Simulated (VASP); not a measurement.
Band structure of Be$_{2}$C (space group Fm-3m). All values below come from modified Becke-Johnson potential (mBJ), VASP's PBE PAW potentials (set 64) (plane waves; VASP).

mBJ is a potential without an energy functional, so only the levels count.

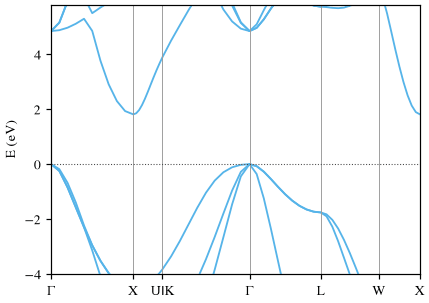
Figure. Bands along high-symmetry lines, zero at the valence-band maximum or, without a gap, the Fermi level

Q: Read the plot: is there a gap, and where are the band edges?

A: The gap is indirect, 1.81 eV, from the valence maximum at Γ to the conduction minimum at X.

The structure comes from a computed database's Be2C entry (Fm-3m); how it stands against other phases isn't given here. It was relaxed first. The cell's shape comes from a PBE relaxation.
